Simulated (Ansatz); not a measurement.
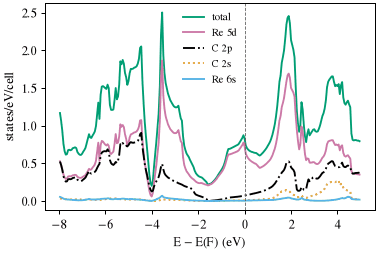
Total and projected density of states of ReC in space group P-6m2 (No. 187; Re on 1a, C on 1f), PBE in the plane-wave PAW code Ansatz

Task: Which orbitals carry the states next to the Fermi level?

Result: Within 0.5 eV of the Fermi level: Re 5d 85 %, C 2p 10 %. Projections are on Löwdin-orthogonalised atomic valence shells; empty p or d shells of many metals are not among them.

Task: Where is the tallest occupied peak in this window, and what makes it?

Result: Near -3.6 eV, about 2.5 states/eV per cell; the largest projected share is Re 5d.

The cell is a constructed one: a structure type filled with these elements; the Crystallography Open Database copy checked does not list it. Whether it is the stable phase at ambient conditions was not checked. The cell was relaxed with PBE under the symmetry of its start; whether a distortion lowers the energy is not shown. No spin polarisation was allowed. The volume moved by 18 % from the start of the relaxation. Its formation energy is positive at this level, so the cell may be metastable or incomplete. Spin–orbit coupling is left out wherever it is not named.

Potentials: the earlier of the program's two PAW sets.
